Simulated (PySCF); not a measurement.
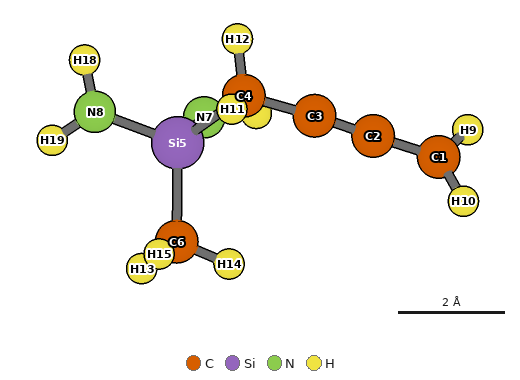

Figure 1. The structure (ball-and-stick view, seen at a tilt; atoms are numbered from 1 in the order of the input).

EPR calculation of C$_{5}$H$_{11}$N$_{2}$Si

The run: EPR calculation of C$_{5}$H$_{11}$N$_{2}$Si, multiplicity 2. Method and program: UKS B3LYP, pcH-1 on C H N Si, non-relativistic, mean-field spin-orbit, GIAO (PySCF 2.14.0).

It belongs to a series of runs on one base structure; here: H removed from sp3 C.

### The input
```
{"job": {"kind": "epr", "basis": "pcH-1"}, "charge": 0, "multiplicity": 2}
C      3.395339    -1.703776     0.084188
C      2.498275    -0.694831     0.098351
C      1.711374     0.243340     0.114858
C      0.707955     1.260251     0.117908
Si    -1.040497     0.490788    -0.124876
C     -1.534279    -0.573098     1.371738
N     -0.911272    -0.353852    -1.634392
N     -2.155832     1.809954    -0.178823
H      3.823446    -2.051253    -0.839659
H      3.706152    -2.177838     0.998176
H      0.733386     1.809532     1.059150
H      0.891299     1.965874    -0.693244
H     -2.495514    -1.052399     1.210366
H     -0.802259    -1.355475     1.546199
H     -1.609858     0.017412     2.278363
H     -1.686433    -0.909253    -1.959945
H     -0.045064    -0.830523    -1.830617
H     -2.066977     2.485174    -0.920517
H     -3.129045     1.629221     0.002027
```

The first line tells a small driver script what to run in PySCF; the rest is the geometry in Å.

Machine: 1 CPU thread, shared host.

Launch command:
```bash
OMP_NUM_THREADS=1 python <driver script> task.json out
```

### Output
```
UKS, coarse grid
  cycle   1  E = -596.03704014  |g| = 5.57e-01
  cycle   2  E = -595.96317177  |g| = 7.00e-01
  cycle   3  E = -596.17403176  |g| = 7.36e-02
  cycle   4  E = -596.17574945  |g| = 4.23e-02
  cycle   5  E = -596.17649248  |g| = 2.07e-02
  cycle   6  E = -596.17672448  |g| = 5.81e-03
  cycle   7  E = -596.17675560  |g| = 2.36e-03
  cycle   8  E = -596.17676413  |g| = 1.18e-03
  cycle   9  E = -596.17676443  |g| = 3.74e-04
UKS, final grid
  cycle   1  E = -596.17672283  |g| = 4.03e-04
  cycle   2  E = -596.17672284  |g| = 5.39e-04
  cycle   3  E = -596.17672298  |g| = 9.12e-05
  cycle   4  E = -596.17672300  |g| = 8.07e-05
  cycle   5  E = -596.17672301  |g| = 3.59e-05
  cycle   6  E = -596.17672301  |g| = 1.50e-05
E = -596.17672301 Eh   <S^2> = 0.7666 (exact 0.7500)
g shifts (ppm)      1          2          3
  rmc          -148       -148       -148
  gc             -3         18         37
  oz_so           8        832        972
  total        -144        702        860
hyperfine (MHz)  atom isotope    a_iso     a_fc   dipolar eigenvalues
    0   13C      60.53      60.60    -58.30    -57.26    115.56
    1   13C     -61.37     -61.40    -17.35     -2.83     20.18
    2   13C      43.02      43.07    -43.81    -33.67     77.48
    3   13C     -14.55     -14.56     -3.07     -1.25      4.32
    4  29Si     -71.42     -71.49    -11.37      5.65      5.73
    5   13C      -0.18      -0.18     -0.43      0.00      0.43
    6   14N       0.12       0.12     -0.31     -0.08      0.39
    7   14N       2.86       2.86     -0.27     -0.24      0.50
    8    1H     -50.47     -50.48    -27.21     -0.50     27.71
    9    1H     -50.50     -50.51    -27.21     -0.50     27.71
   10    1H      27.45      27.45     -2.72     -2.23      4.95
   11    1H      32.95      32.95     -2.81     -2.19      5.00
   12    1H       0.17       0.17     -0.68     -0.43      1.11
   13    1H      -0.12      -0.12     -1.56     -0.84      2.40
   14    1H       0.01       0.01     -0.81     -0.62      1.43
   15    1H      -0.04      -0.04     -1.05     -0.56      1.61
   16    1H      -0.33      -0.33     -2.23     -1.10      3.33
   17    1H      -0.38      -0.38     -0.88     -0.50      1.38
   18    1H       3.78       3.78     -0.71     -0.43      1.13
```

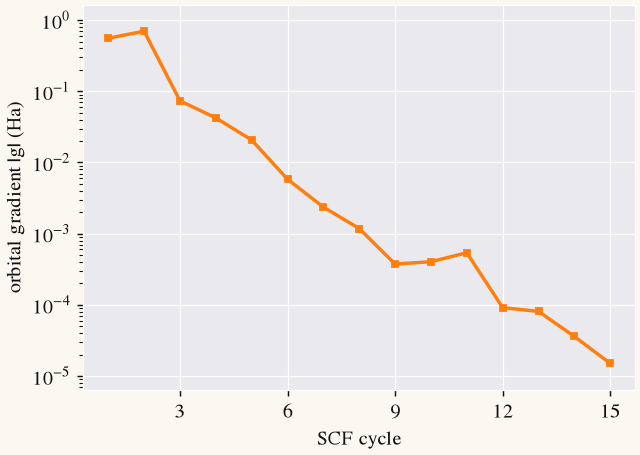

Figure 2. Convergence of the self-consistent field: orbital gradient |g| against the SCF cycle. All cycles printed in the log are drawn one after another.

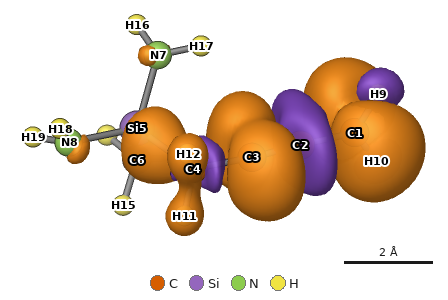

Figure 3. Isosurfaces of the spin density at +0.006 (orange) and −0.006 e/Å³ (purple), seen from the side. The unpaired spin (1 electron) lies mostly on C1 (about 0.5) and C3 (about 0.3), in electrons by Hirshfeld's partition.

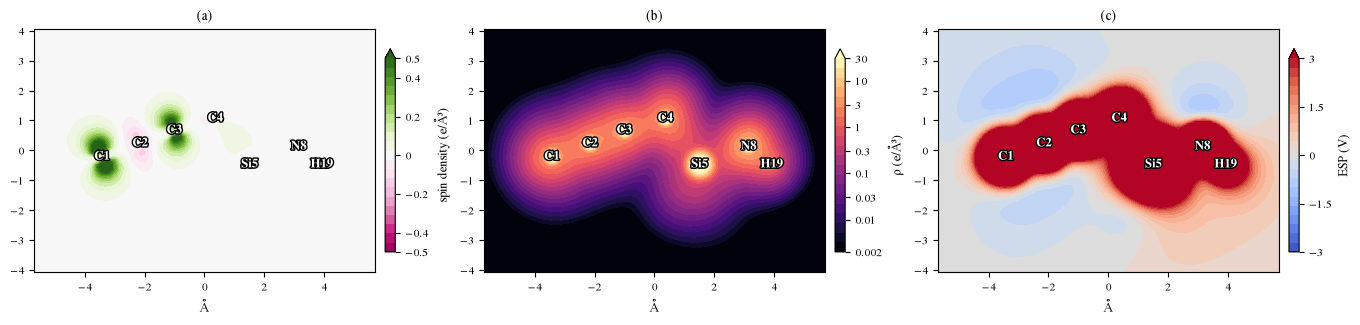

Figure 4. (a) spin density; (b) total electron density; (c) molecular electrostatic potential on the plane of atoms C3, C4 and Si5. Atoms in the plane: C, Si, N and H. Si–N (1.73 Å): ρ at the midpoint is about 1.1 e/Å³. C–Si (1.93 Å): ρ is about 0.89 e/Å³ halfway. N–H (1.01 Å): ρ at the midpoint is about 2.8 e/Å³, with its minimum of 2.3 e/Å³ about 0.7 Å from N. C–C (1.35 Å): ρ is about 2.2 e/Å³ halfway. The unpaired spin (1 electron) lies mostly on C1 (about 0.5) and C3 (about 0.3), in electrons by Hirshfeld's partition.

### Results in brief

- outcome: converged
- total energy: −596.176723 hartree
- ⟨S²⟩: 0.767
- isotropic g: 2.0028
- wall time: 2.1 min
- peak memory: 0.99 GiB
